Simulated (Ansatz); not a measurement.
# AlBH5NSi: what the fields show

Input

```
crystal:
  periodic: [false, false, false]
  atoms:
    - {symbol: N, position_ang: [-1.137378, 0.303700, 0.270664]}
    - {symbol: Si, position_ang: [0.118838, 1.306326, 0.593353]}
    - {symbol: B, position_ang: [1.558328, 0.093474, -0.131692]}
    - {symbol: Al, position_ang: [-0.149934, -1.218360, -0.549611]}
    - {symbol: H, position_ang: [-2.119536, 0.457078, 0.452897]}
    - {symbol: H, position_ang: [-0.211431, 2.621416, 1.239131]}
    - {symbol: H, position_ang: [2.731914, 0.292657, -0.170044]}
    - {symbol: H, position_ang: [-0.254727, -2.508041, 0.393231]}
    - {symbol: H, position_ang: [-0.536075, -1.348241, -2.097929]}
basis:
  gaussian: {orbitals: def2-TZVPP}
hamiltonian: {xc: pbe0, dispersion: d4}
output: {orbitals: {seedname: orbitals}}
```

Command:

```sh
ansatz run in.yaml --threads 2 --pin off --events-out ev --progress --plain --max-ram 4352MiB
```

Geometry: PBE0-D4/def2-TZVP.

Theory: RKS PBE0-D4/def2-TZVPP in Ansatz.

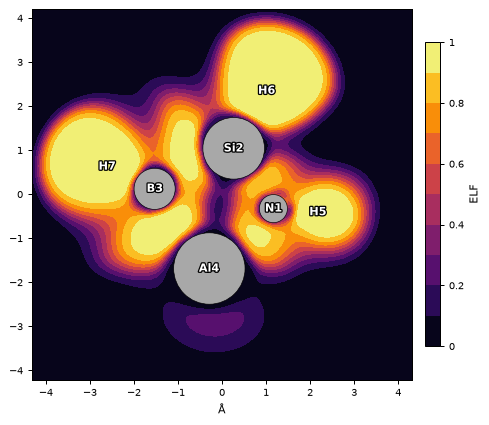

Figure 1. Electron localisation function on the plane of atoms Si2, N1 and Al4. Grey discs cover the atomic cores.

> Interpret the plot.

- The section cuts through N, Si, B, Al and H sites.
- Si–N (1.64 Å): the ELF peaks at about 0.90 between the atoms (a short, strongly polar bond).
- Al–N (1.99 Å): the ELF peaks at about 0.90 in the valence shell of N, 0.7 Å from its nucleus, and is about 0.70 at the midpoint.
- Si–B (2.02 Å): the ELF peaks at about 0.95 between the atoms: a covalent bond.
- Al–B (2.19 Å): the ELF peaks at about 1 between the atoms (a shared electron pair).
- Al–Si (2.78 Å): the ELF is about 0.20 at the midpoint.

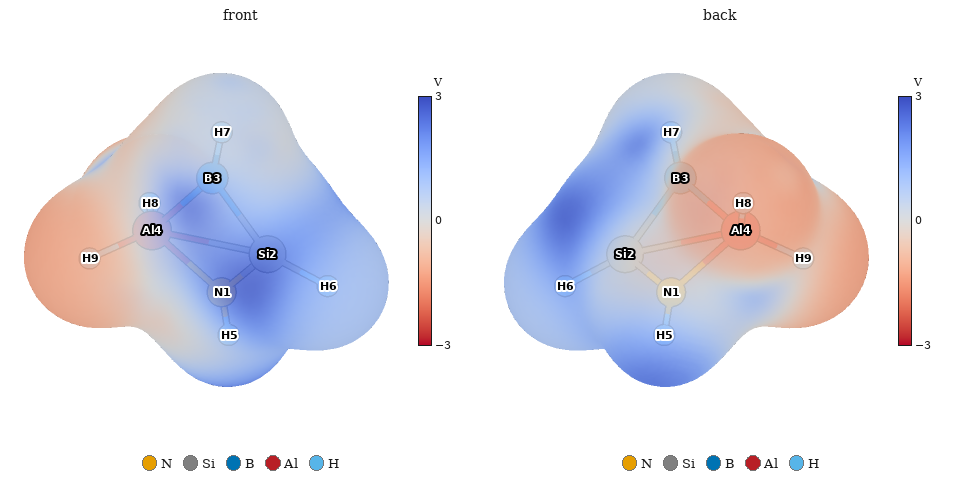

Figure 2. The electrostatic potential painted on the density surface at 0.002 e/bohr³, seen from the front and from behind; red is negative and blue positive.

> Which sites attract a positive test charge, and which a negative one?

A positive charge is drawn to the negative regions and a negative charge to the positive ones. The most negative region (about −1.2 V) lies over H8 and H9, the most positive (about +2.5 V) over Si2.

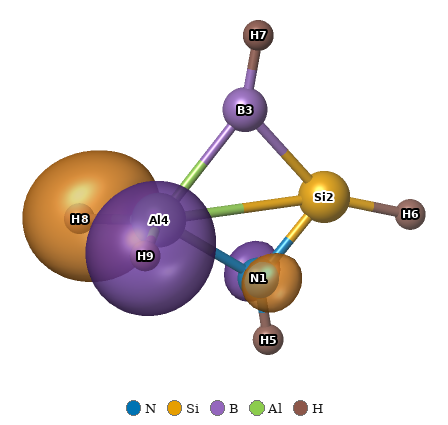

Figure 3. The HOMO−1 at ±0.15 Å⁻³ᐟ² (orange and purple are the two phases), seen at a tilt.

> Where does this orbital lie, and at what energy?

It lies mainly on Al4 (about 30 %), H8 (about 30 %), H9 (about 30 %) and N1 (about 5 %). Its energy is −7.23 eV.
